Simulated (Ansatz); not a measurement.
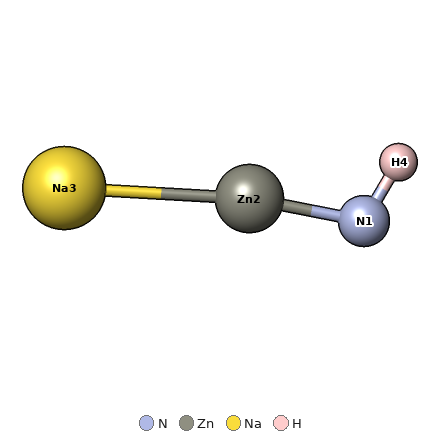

The system is HNNaZn, SMILES [NH-][Zn][Na], charge −1; the picture shows the grid point nearest to the relaxed geometry. Two internal coordinates are moved rigidly from the geometry relaxed at PBE0-D4/def2-TZVP, all others fixed. Coordinates scanned: (1) bond N1–H4; (2) angle Zn2–N1–H4. The grid has 4 × 7 points. At 2 points there is no value. Points are written as (first, second). All energies are given in kJ/mol relative to the lowest grid point. Theory: RKS PBE-D4/def2-TZVPPD in Ansatz 0.2.0.

Its coordinates:

```yaml
atoms:
  - { symbol: N, position_ang: [-1.2549, 0.4998, -0.7350] }
  - { symbol: Zn, position_ang: [0.2620, -0.1702, -0.0143] }
  - { symbol: Na, position_ang: [2.7289, -1.4069, 0.7833] }
  - { symbol: H, position_ang: [-1.7467, 1.0903, -0.0181] }
```

Range: bond N1–H4 from 0.925 to 1.051 Å; angle Zn2–N1–H4 from 91.2 to 127.2°.

### What landscape does the calculation give?

The lowest grid point is at (1.051 Å, 109.2°). It lies at the edge of the scanned range, so the true minimum may lie outside. The highest grid point, (0.925 Å, 91.2°), lies 42.1 kJ/mol above the lowest.

```
angle Zn2–N1–H4 ↓, bond N1–H4 →  0.925  0.955  0.999  1.051
                          127.2   33.0   19.2    8.7      –
                          121.2   30.3   16.2    5.3      –
                          115.2   28.9   14.6    3.2    1.2
                          109.2   29.2   14.6    2.7    0.0
                          103.2   31.4   16.3    3.9    0.5
                           97.2   35.5   20.1    7.0    3.0
                           91.2   42.1   26.2   12.5    7.6
```

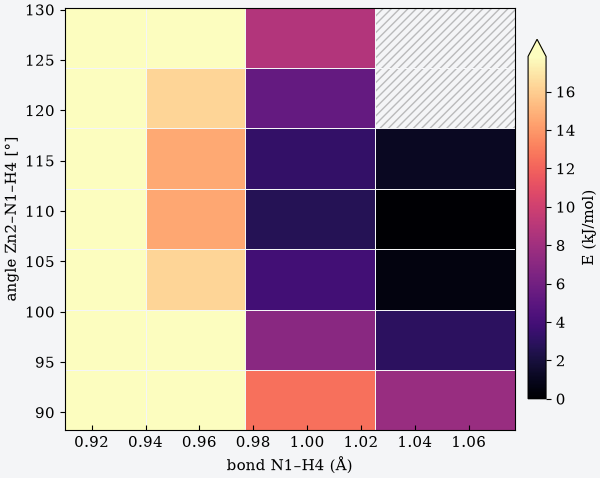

Drawn: one coloured cell a grid point, one colour for all values above the top of the scale, hatched blanks where no value was computed.

Each point was launched as `ansatz run in.yaml --threads 2 --pin off --events-out ev --progress --plain --max-ram 4352MiB`.
